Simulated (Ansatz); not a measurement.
**One shape, several levels: SiH2O (oxosilane)**

Wanted: a comparison of 6 runs (HF/def2-TZVPP, B3LYP/def2-TZVPP, BHLYP/def2-TZVPP, HSE06/def2-TZVPP, PBE0/def2-TZVPP, wB97X/def2-TZVPP) of SiH2O (oxosilane). 

The results are computed with Ansatz 0.2.0.

50 further runs of the same task are left out: 50 set aside as unsound or not needed.

## (1) The system as given

SiH2O has 4 atoms, charge 0, and is taken as a singlet. SMILES: `O=[SiH2]`. The Si2–H4 distance was set to 2.674 Å, away from the relaxed value. At this shape a bond of the SMILES string is far longer than usual.

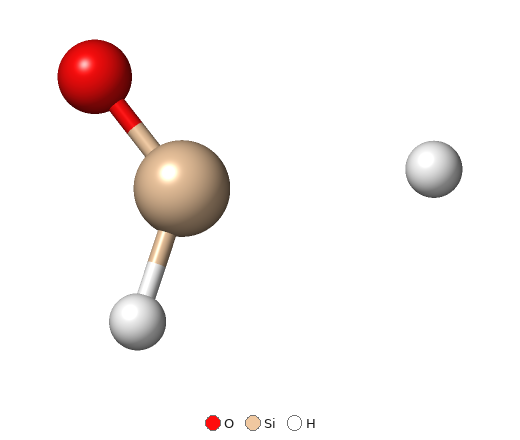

The structure, seen from a chosen angle (oxygen red, silicon light orange, hydrogen white).

## (2) A single-point energy at HF/def2-TZVPP (run 1)

The input, job.yaml:

```yaml
crystal:
  periodic: [false, false, false]
  atoms:
    - {symbol: O, position_ang: [-0.168565, -0.316790, 2.400022]}
    - {symbol: Si, position_ang: [0.107935, -0.720490, 0.965422]}
    - {symbol: H, position_ang: [0.554535, -2.076290, 0.554322]}
    - {symbol: H, position_ang: [-0.150000, 0.922700, -1.128300]}
basis:
  gaussian:
    orbitals: def2-TZVPP
accuracy: high
hamiltonian:
  xc: hf
output: {orbitals: {seedname: orbitals}}
magnetization:
  spin_polarized: false
```

Started as:

```sh
$ ansatz run job.yaml --threads 1 --pin off --max-ram 3480MiB --events-out events.jsonl --progress --plain --runs-dir runs
```

The program printed:

```text
Warning: RAYON_NUM_THREADS=1 ignored (pool sized by the plan → 1); use --threads N
Functional definition: HF
  name "HF"
  exchange = exact_x
  correlation = 0
1544 factors; integrals over basis functions are off by at most 3.4e-9 eV
mean field evaluation 1: about -9923.2450 eV, gradient 4.7e1 eV
mean field evaluation 2: about -9923.2444 eV, gradient 4.7e1 eV
mean field evaluation 4: about -9927.8005 eV, gradient 3.4e0 eV
mean field evaluation 8: about -9927.8550 eV, gradient 2.5e-1 eV
mean field evaluation 16: about -9927.8558 eV, gradient 1.1e-8 eV
mean field -9927.85577740 eV, -364.8419704773 hartree, gradient 1.7e-8 eV, S^2 0.000000; 0 other end points of the search recorded, 0 dependent functions left out
reference -9927.85577740 eV, -364.8419704773 hartree; 12, 12 occupied and 89, 89 virtual orbitals, 1544 factors
Total energy: -9927.85577740 eV, -364.8419704773 hartree
```

Run time: 2 s. Hardware: 1 thread of Arm Neoverse V2, shared host; peak memory 0.19 GiB.

## (3) The energy at B3LYP/def2-TZVPP (run 2)

The input, run.yaml:

```yaml
crystal:
  periodic: [false, false, false]
  atoms:
    - {symbol: O, position_ang: [-0.168565, -0.316790, 2.400022]}
    - {symbol: Si, position_ang: [0.107935, -0.720490, 0.965422]}
    - {symbol: H, position_ang: [0.554535, -2.076290, 0.554322]}
    - {symbol: H, position_ang: [-0.150000, 0.922700, -1.128300]}
basis:
  gaussian:
    orbitals: def2-TZVPP
hamiltonian:
  xc: {name: B3LYP}
accuracy: high
output: {orbitals: {seedname: orbitals}}
```

Started as:

```sh
$ ansatz run run.yaml --threads 1 --pin off --max-ram 3480MiB --events-out events.jsonl --progress --plain --runs-dir runs
```

The program printed:

```text
Warning: RAYON_NUM_THREADS=1 ignored (pool sized by the plan → 1); use --threads N
Functional definition: B3LYP
  name "B3LYP"
  parameter a0 = 0.2
  parameter ax = 0.72
  parameter ac = 0.81
  exchange = (1 - a0 - ax)*slater_x + ax*b88_x + a0*exact_x
  correlation = (1 - ac)*vwn_rpa_c + ac*lyp_c
1544 factors; integrals over basis functions are off by at most 3.4e-9 eV
mean field evaluation 1: about -9946.7172 eV, gradient 6.9e1 eV
mean field evaluation 2: about -9815.6940 eV, gradient 2.0e2 eV
mean field evaluation 4: about -9953.2619 eV, gradient 1.9e1 eV
mean field evaluation 8: about -9955.4581 eV, gradient 4.7e-1 eV
mean field evaluation 16: about -9955.4541 eV, gradient 2.5e-4 eV
mean field -9955.45407994 eV, -365.8561893885 hartree, gradient 2.4e-8 eV, S^2 0.000000; 0 other end points of the search recorded, 0 dependent functions left out
reference -9955.45411501 eV, -365.8561906776 hartree; 12, 12 occupied and 89, 89 virtual orbitals, 1544 factors
Total energy: -9955.45411501 eV, -365.8561906776 hartree
```

Run time: 3.9 s. Hardware: 1 thread of Arm Neoverse V2, shared host; peak memory 0.21 GiB.

Runs 3 to 4 aren't shown in full; the table further down has their settings and results.

## (4) The energy at PBE0/def2-TZVPP (run 5)

The input, input.yaml:

```yaml
crystal:
  periodic: [false, false, false]
  atoms:
    - symbol: O
      position_ang: [-0.168565, -0.316790, 2.400022]
    - symbol: Si
      position_ang: [0.107935, -0.720490, 0.965422]
    - symbol: H
      position_ang: [0.554535, -2.076290, 0.554322]
    - symbol: H
      position_ang: [-0.150000, 0.922700, -1.128300]
basis:
  gaussian:
    orbitals: def2-TZVPP
hamiltonian:
  xc: {name: PBE0}
accuracy: high
output: {orbitals: {seedname: orbitals}}
```

Started as:

```sh
$ ansatz run input.yaml --threads 1 --pin off --max-ram 3480MiB --events-out events.jsonl --progress --plain --runs-dir runs
```

The program printed:

```text
Warning: RAYON_NUM_THREADS=1 ignored (pool sized by the plan → 1); use --threads N
Functional definition: PBE0
  name "PBE0"
  parameter a = 0.25
  parameter kappa = 0.804
  parameter beta = 0.06672455060314922
  exchange = (1 - a)*pbe_x(kappa = kappa, mu = beta*pi^2/3) + a*exact_x
  correlation = pbe_c(beta = beta)
1544 factors; integrals over basis functions are off by at most 3.4e-9 eV
mean field evaluation 1: about -9941.2496 eV, gradient 6.5e1 eV
mean field evaluation 2: about -9829.2308 eV, gradient 1.9e2 eV
mean field evaluation 4: about -9947.9673 eV, gradient 1.3e1 eV
mean field evaluation 8: about -9949.0132 eV, gradient 3.1e-1 eV
mean field evaluation 16: about -9949.0135 eV, gradient 1.9e-5 eV
mean field -9949.01345595 eV, -365.6195008225 hartree, gradient 6.4e-8 eV, S^2 0.000000; 0 other end points of the search recorded, 0 dependent functions left out
reference -9949.01345834 eV, -365.6195009105 hartree; 12, 12 occupied and 89, 89 virtual orbitals, 1544 factors
Total energy: -9949.01345834 eV, -365.6195009105 hartree
```

Run time: 3.9 s. Hardware: 1 thread of Arm Neoverse V2, shared host; peak memory 0.21 GiB.

## (5) A single-point energy at wB97X/def2-TZVPP (run 6)

job.yaml: that of step 2 with these lines changed.

```diff
@@ -10,7 +10,5 @@
     orbitals: def2-TZVPP
+hamiltonian:
+  xc: {name: wB97X}
 accuracy: high
-hamiltonian:
-  xc: hf
 output: {orbitals: {seedname: orbitals}}
-magnetization:
-  spin_polarized: false
```

Started as:

```sh
$ ansatz run job.yaml --threads 1 --pin off --max-ram 3480MiB --events-out events.jsonl --progress --plain --runs-dir runs
```

The program printed, cut to the lines that bear on the results:

```text
Warning: RAYON_NUM_THREADS=1 ignored (pool sized by the plan → 1); use --threads N
Functional definition: wB97X
  name "wB97X"
[...]
      + exact_x_lr(omega)
[...]
      + integral(e_c_pw_opposite_spin*poly(b97_u_opposite, 1, cos1, cos2, cos3, cos4))
1544 factors; integrals over basis functions are off by at most 3.4e-9 eV
279 factors; integrals over basis functions are off by at most 2.1e-9 eV
[...]
mean field -9953.65307454 eV, -365.7900036610 hartree, gradient 3.1e-8 eV, S^2 0.000000; 0 other end points of the search recorded, 0 dependent functions left out
reference -9953.65307173 eV, -365.7900035576 hartree; 12, 12 occupied and 89, 89 virtual orbitals, 1544 factors
Total energy: -9953.65307173 eV, -365.7900035576 hartree
```

It took 13 s on 1 thread of Arm Neoverse V2, shared host; peak memory 0.33 GiB.

## (6) All runs side by side

```
run             level  energy (Eh)  HOMO energy (eV)  LUMO energy (eV)  HOMO–LUMO gap (eV)  wall time
  1     HF/def2-TZVPP  -364.841970             -9.96             -0.70                9.27        2 s
  2  B3LYP/def2-TZVPP  -365.856191             -7.53             -3.93                3.59      3.9 s
  3  BHLYP/def2-TZVPP  -365.776213             -8.60             -2.93                5.67      3.9 s
  4  HSE06/def2-TZVPP  -365.610121             -7.28             -4.03                3.25      4.5 s
  5   PBE0/def2-TZVPP  -365.619501             -7.67             -3.66                4.01      3.9 s
  6  wB97X/def2-TZVPP  -365.790004             -9.79             -1.73                8.06       13 s
```

## (7) Summary of results

```
            quantity          value
 run 6: total energy  -365.79000 Eh
  run 6: HOMO energy       -9.79 eV
  run 6: LUMO energy       -1.73 eV
run 6: HOMO–LUMO gap        8.06 eV
```

The HOMO–LUMO gap runs from 3.25 eV (HSE06/def2-TZVPP) to 9.27 eV (HF/def2-TZVPP). Exact exchange widens orbital gaps. Totals of different functionals can't be ranked against each other. In runs 1, 2, 3, 4, 5, 6 a closed-shell determinant meets a far-stretched bond, which it describes badly. All runs together took 31 s, the longest 13 s.
